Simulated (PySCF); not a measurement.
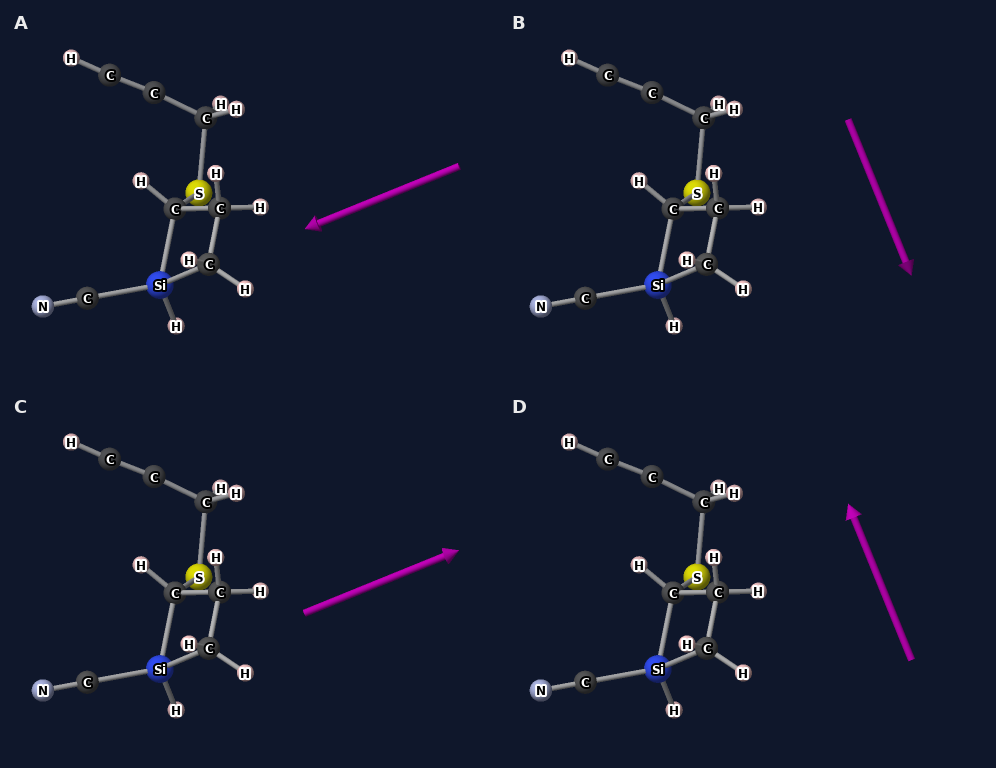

The same molecule four times, each with an arrow. Computed geometry: GFN2-xTB optimisation. No frequency run is at hand to confirm it as a minimum. Level of theory: PBE0/pcSseg-1, gas phase (PySCF 2.14.0).

**Which arrow points along the dipole moment, from the negative to the positive end?**

C. The dipole moment is 3.79 D.

The geometry is semi-empirical. Around Si such bond lengths and angles can be off by a tenth of an ångström or more and by several degrees, and values that hang on the shape move with them.
